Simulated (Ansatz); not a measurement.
**CH$_{6}$GeO: geometry relaxation (part 2 of 2)**

CH$_{6}$GeO; RKS PBE0-D4/def2-TZVP (Ansatz 0.2.0). The geometry is a transition state displaced along its imaginary mode. The reaction was set up to form Ge1–H2 and Ge1–O3 and to break H2–O3 (atoms counted from 1 in the order of the input); sticks are drawn by distance alone.

Geometry of the input (Å):
```
Ge -1.0688  -0.9601  1.1088
H  -0.6974  -0.1616  -0.5891
O  0.1991  -0.3592  -0.4465
C  1.0199  0.7701  -0.1207
H  -1.9166  -0.1653  -0.1564
H  -1.2428  -2.3204  0.3130
H  0.3882  1.6147  0.1460
H  1.6336  1.0179  -0.9864
H  1.6845  0.5641  0.7313
```

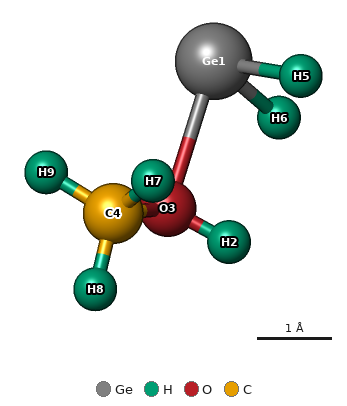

*The geometry at step 7 of the log (ball-and-stick view, seen at a tilt; atoms are numbered from 1 in the order of the input).*

```
mean field -59689.30183005 eV, -2193.5413833925 hartree, gradient 1.9e-5 eV, S^2 0.000000; 1 other end points of the search recorded, 0 dependent functions left out
the calculation of the forces begins
reference -59689.30185558 eV, -2193.5413843305 hartree; 26, 26 occupied and 120, 120 virtual orbitals, 996 factors
Total energy: -59689.41958163 eV, -2193.5457106831 hartree
Atom 0 at    -1.014325    -1.158882     1.159160 Å, force    -0.000334     0.000140    -0.002077 eV/Å
Atom 1 at    -0.117937    -0.477065    -1.173718 Å, force     0.000783     0.000381     0.000905 eV/Å
Atom 2 at     0.395359    -0.481895    -0.359521 Å, force     0.000570     0.000381    -0.000022 eV/Å
Atom 3 at     0.950125     0.812178    -0.125800 Å, force    -0.000898    -0.000976    -0.000426 eV/Å
Atom 4 at    -1.953602     0.041595     0.650764 Å, force    -0.000088    -0.000226     0.000756 eV/Å
Atom 5 at    -1.554136    -2.120261     0.001165 Å, force    -0.000307    -0.000179     0.001139 eV/Å
Atom 6 at     0.164474     1.569737    -0.075423 Å, force     0.000445     0.000146     0.000190 eV/Å
Atom 7 at     1.668521     1.055600    -0.910501 Å, force     0.000463     0.000462    -0.000635 eV/Å
Atom 8 at     1.461322     0.758991     0.833872 Å, force    -0.000634    -0.000129     0.000171 eV/Å
Dipole moment:     0.407501     0.485411    -0.501128 e Å
```

**Trajectory as extended XYZ (Å, eV, eV/Å), 11 of the 12 frames kept, from step=1 to step=12**
```
9
Properties=species:S:1:pos:R:3:forces:R:3 step=1 energy=-59688.67444
Ge   -1.0688   -0.9601    1.1088   -0.7774  -0.1125   0.2941
H    -0.6974   -0.1616   -0.5891   -2.7853   1.6105  -1.7867
O     0.1991   -0.3592   -0.4465    4.9376  -0.9958   0.8187
C     1.0199    0.7701   -0.1207   -0.1734  -0.0137  -0.1082
H    -1.9166   -0.1653   -0.1564   -0.7286  -0.3500   1.0221
H    -1.2428   -2.3204    0.3130   -0.0332  -0.0749   0.0406
H     0.3882    1.6147    0.1460   -0.0434   0.2091   0.0082
H     1.6336    1.0179   -0.9864   -0.0537   0.0280  -0.0638
H     1.6845    0.5641    0.7313   -0.3426  -0.3008  -0.2250
9
Properties=species:S:1:pos:R:3:forces:R:3 step=2 energy=-59689.12647
Ge   -1.1027   -0.9603    1.0953   -0.4078  -0.0836   0.4118
H    -0.6378   -0.1406   -0.7086    0.3405   0.3698  -0.7604
O     0.2805   -0.3716   -0.4347   -0.0043  -0.2875   0.1333
C     1.0456    0.7858   -0.1210   -0.0508   0.0924   0.0270
H    -2.0667   -0.1975   -0.0363    0.1186  -0.1872   0.3517
H    -1.2556   -2.3344    0.3179   -0.0143  -0.0220  -0.0387
H     0.3926    1.6240    0.1315    0.0494   0.0629   0.0030
H     1.6624    1.0306   -0.9844    0.0517   0.1057  -0.0222
H     1.6816    0.5640    0.7404   -0.0832  -0.0507  -0.1055
9
Properties=species:S:1:pos:R:3:forces:R:3 step=3 energy=-59689.23890
Ge   -1.1170   -0.9717    1.1281    0.0356  -0.1008   0.1782
H    -0.5900   -0.0926   -0.8963    1.7921  -0.4837   0.5964
O     0.2776   -0.3658   -0.4386   -1.7323   0.3636  -0.7641
C     1.0419    0.7895   -0.1173    0.0551   0.1071  -0.0116
H    -2.0818   -0.2300    0.0688   -0.2268   0.0403   0.0311
H    -1.2633   -2.3463    0.3408   -0.0133   0.0039  -0.0125
H     0.3999    1.6426    0.1195    0.0329  -0.0247   0.0192
H     1.6874    1.0281   -0.9631    0.0526   0.0821   0.0074
H     1.6449    0.5462    0.7582    0.0041   0.0122  -0.0441
9
Properties=species:S:1:pos:R:3:forces:R:3 step=4 energy=-59689.31100
Ge   -1.1461   -0.9541    1.1207   -0.0615  -0.1330   0.2739
H    -0.4463   -0.1967   -0.9887    1.0838  -0.1895   0.3291
O     0.3369   -0.4126   -0.4200   -1.0348   0.4666  -0.5438
C     1.0533    0.7912   -0.1203    0.1158   0.2284   0.1015
H    -2.2236   -0.2048    0.1626    0.2221  -0.0273  -0.0336
H    -1.3243   -2.3249    0.3224    0.0110   0.0780  -0.0166
H     0.3734    1.6003    0.1658   -0.0025  -0.0849  -0.0247
H     1.6658    1.1168   -0.9715   -0.1914  -0.2263   0.0473
H     1.7107    0.5848    0.7290   -0.1426  -0.1121  -0.1332
9
Properties=species:S:1:pos:R:3:forces:R:3 step=5 energy=-59689.37147
Ge   -1.1395   -0.9608    1.1540   -0.0395   0.0021  -0.0792
H    -0.3741   -0.1885   -1.1010    0.7112  -0.2163   0.4967
O     0.3104   -0.3972   -0.4273   -0.7081   0.3679  -0.4732
C     1.0387    0.7947   -0.1138    0.1087   0.0918   0.0272
H    -2.2196   -0.2042    0.2072    0.1475  -0.0513   0.0780
H    -1.3239   -2.3175    0.3368   -0.0069   0.0249   0.0038
H     0.3651    1.6110    0.1662    0.0187  -0.0640  -0.0196
H     1.6632    1.1012   -0.9615   -0.1299  -0.1222   0.0676
H     1.6796    0.5613    0.7393   -0.1017  -0.0329  -0.1013
9
Properties=species:S:1:pos:R:3:forces:R:3 step=7 energy=-59689.40718
Ge   -1.0631   -1.0798    1.1789   -0.0588  -0.0671  -0.1469
H    -0.2041   -0.3767   -1.1476   -0.0225   0.0168  -0.0846
O     0.3509   -0.4372   -0.3654   -0.0089   0.0645   0.1328
C     0.9908    0.8160   -0.1181    0.0468  -0.0615   0.0905
H    -2.0994   -0.0874    0.4621    0.0068   0.1457   0.0663
H    -1.4737   -2.1973    0.1110    0.0797  -0.0765   0.0720
H     0.2654    1.6201    0.0334   -0.0349  -0.0656  -0.0245
H     1.6561    1.0555   -0.9468    0.0409   0.0374  -0.0503
H     1.5769    0.6866    0.7924   -0.0491   0.0064  -0.0553
9
Properties=species:S:1:pos:R:3:forces:R:3 step=8 energy=-59689.41585
Ge   -1.0426   -1.1099    1.1585    0.0132   0.0777   0.0175
H    -0.1271   -0.4628   -1.1748    0.0432   0.0176   0.0636
O     0.3939   -0.4816   -0.3640    0.0321  -0.0482  -0.0629
C     0.9591    0.8059   -0.1163   -0.0676   0.0449   0.0068
H    -1.9762    0.0490    0.5395    0.0046  -0.0660   0.0251
H    -1.5298   -2.1639    0.0655   -0.0195   0.0024  -0.0497
H     0.1655    1.5454    0.0205    0.0573   0.0439  -0.0215
H     1.6240    1.0973   -0.9333   -0.0572  -0.0534   0.0109
H     1.5329    0.7206    0.8045   -0.0060  -0.0188   0.0102
9
Properties=species:S:1:pos:R:3:forces:R:3 step=9 energy=-59689.41916
Ge   -1.0254   -1.1546    1.1597    0.0230  -0.0039   0.0140
H    -0.1128   -0.4723   -1.1692   -0.0200  -0.0414  -0.0045
O     0.3967   -0.4824   -0.3528   -0.0190   0.0392  -0.0277
C     0.9517    0.8126   -0.1242    0.0323   0.0024   0.0315
H    -1.9611    0.0385    0.6335   -0.0150   0.0160  -0.0060
H    -1.5523   -2.1268    0.0062   -0.0021  -0.0046  -0.0094
H     0.1666    1.5706   -0.0580    0.0086  -0.0281  -0.0042
H     1.6562    1.0582   -0.9212   -0.0034   0.0068   0.0125
H     1.4803    0.7562    0.8260   -0.0044   0.0136  -0.0063
9
Properties=species:S:1:pos:R:3:forces:R:3 step=10 energy=-59689.41944
Ge   -1.0166   -1.1584    1.1600    0.0049   0.0050  -0.0114
H    -0.1192   -0.4770   -1.1738    0.0054   0.0202   0.0013
O     0.3937   -0.4798   -0.3595    0.0163  -0.0270   0.0322
C     0.9520    0.8128   -0.1249   -0.0355  -0.0100  -0.0294
H    -1.9572    0.0395    0.6480   -0.0013   0.0006   0.0030
H    -1.5528   -2.1218    0.0020   -0.0003  -0.0013   0.0018
H     0.1662    1.5699   -0.0734    0.0071   0.0160   0.0059
H     1.6679    1.0552   -0.9118    0.0096   0.0084  -0.0043
H     1.4657    0.7596    0.8333   -0.0062  -0.0119   0.0009
9
Properties=species:S:1:pos:R:3:forces:R:3 step=11 energy=-59689.41955
Ge   -1.0144   -1.1586    1.1587   -0.0039   0.0001   0.0004
H    -0.1190   -0.4766   -1.1723   -0.0005  -0.0011  -0.0050
O     0.3958   -0.4821   -0.3592    0.0008   0.0047   0.0004
C     0.9504    0.8122   -0.1258    0.0005  -0.0019   0.0041
H    -1.9538    0.0415    0.6491    0.0018  -0.0018   0.0013
H    -1.5543   -2.1211    0.0015    0.0021   0.0021   0.0015
H     0.1648    1.5697   -0.0745   -0.0008  -0.0014  -0.0010
H     1.6680    1.0559   -0.9112    0.0000  -0.0006   0.0011
H     1.4623    0.7590    0.8336    0.0000  -0.0001  -0.0027
9
Properties=species:S:1:pos:R:3:forces:R:3 step=12 energy=-59689.41956
Ge   -1.0143   -1.1589    1.1592   -0.0003   0.0001  -0.0021
H    -0.1179   -0.4771   -1.1737    0.0008   0.0004   0.0009
O     0.3954   -0.4819   -0.3595    0.0006   0.0004   0.0000
C     0.9501    0.8122   -0.1258   -0.0009  -0.0010  -0.0004
H    -1.9536    0.0416    0.6508   -0.0001  -0.0002   0.0008
H    -1.5541   -2.1203    0.0012   -0.0003  -0.0002   0.0011
H     0.1645    1.5697   -0.0754    0.0004   0.0001   0.0002
H     1.6685    1.0556   -0.9105    0.0005   0.0005  -0.0006
H     1.4613    0.7590    0.8339   -0.0006  -0.0001   0.0002
```

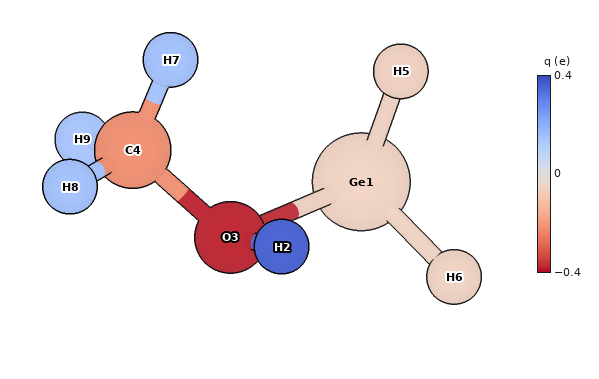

*Mulliken charges, as the colour of each atom (ball-and-stick view, seen at a tilt; atoms are numbered from 1 in the order of the input).*

By element: Ge −0.07, H −0.07 to +0.35, O −0.38 and C −0.22 e.

**Summary**

| quantity | value |
| --- | --- |
| outcome | converged |
| total energy | −59689.4196 eV |
| mean-field energy | −59689.3019 eV |
| dispersion energy | −0.1177 eV |
| SCF solution under orbital rotations | stable |
| largest force (length of the vector) at the end | 0.002 eV/Å |
| dipole moment | 3.88 D |
| wall time | 22 s (CPU time 80 s) |
| peak memory | 0.31 GiB |
